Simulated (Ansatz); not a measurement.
WC, pressure series

Start from WC (space group P-6m2, No. 187; a = 2.912 Å, c = 2.836 Å).

Cell and atoms are relaxed at each pressure.

The values are results of r2SCAN/PAW in Ansatz (a program for electronic structure), without spin-orbit coupling, not measurements.

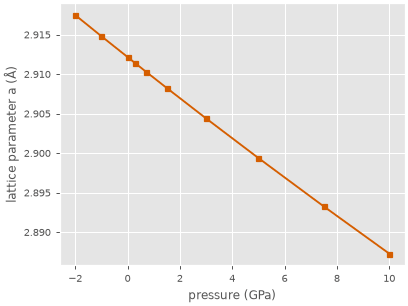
Lattice parameter a against pressure

Problem. From the plot, what is the lattice parameter a for pressure −2 GPa?

Solution. About 2.917 Å.

Problem. Is the trend monotonic over the range shown?

Solution. Yes, it falls throughout, spanning 2.887 Å to 2.917 Å.

Load acts through the strain it causes; cell and atoms are relaxed under it. Stability against distortions was not tested. No other phases were tried under pressure. All final runs are without spin polarisation.
